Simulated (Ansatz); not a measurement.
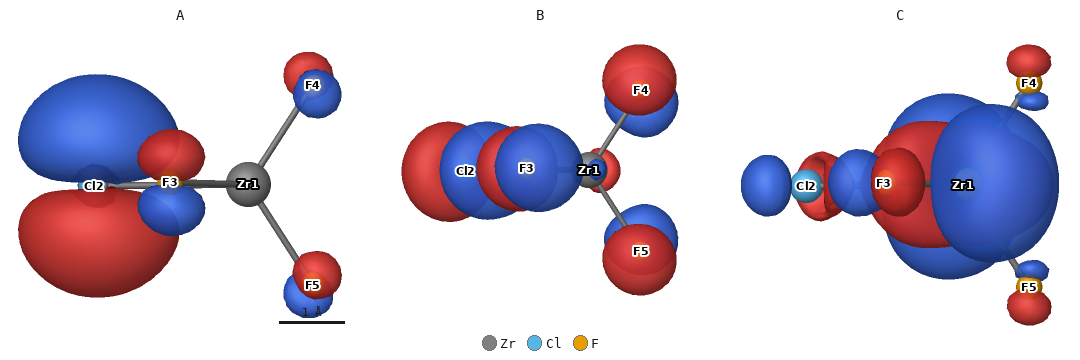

ClF3Zr (charge +1, doublet). Three frontier orbitals at ±0.1 Å⁻³ᐟ² (blue and red are the two phases), in no order.

Geometry: PBE-D4/def2-SVP; core potentials replace the inner electrons of Zr.

The calculation used UKS PBE0-D4/def2-TZVP in Ansatz.

```xyz
5

Zr   -0.2222    0.0011   -0.2346
Cl    0.4717   -0.0148    2.2553
F     1.6916    0.0053   -0.1634
F    -0.9744    1.5648   -0.9176
F    -0.9667   -1.5564   -0.9397
```

> Order the three orbitals by energy and name them. All are α orbitals.

B is the HOMO−1 (α) (−17.59 eV). By Hirshfeld shares it lies mainly on F3 (about 35 %), Cl2 (about 25 %), F4 (about 15 %) and F5 (about 15 %); largely a combination of lone pairs on F3, Cl2, F4 and F5. A is the HOMO (α) (−17.20 eV). By Hirshfeld shares it lies mainly on Cl2 (about 90 %); largely a lone pair of Cl2. C is the LUMO (α) (−8.77 eV). It lies mainly on Zr1 (about 85 %), Cl2 (about 5 %) and F3 (about 5 %).

> What is the gap between the highest occupied and lowest empty α orbitals?

8.43 eV between the orbital energies.
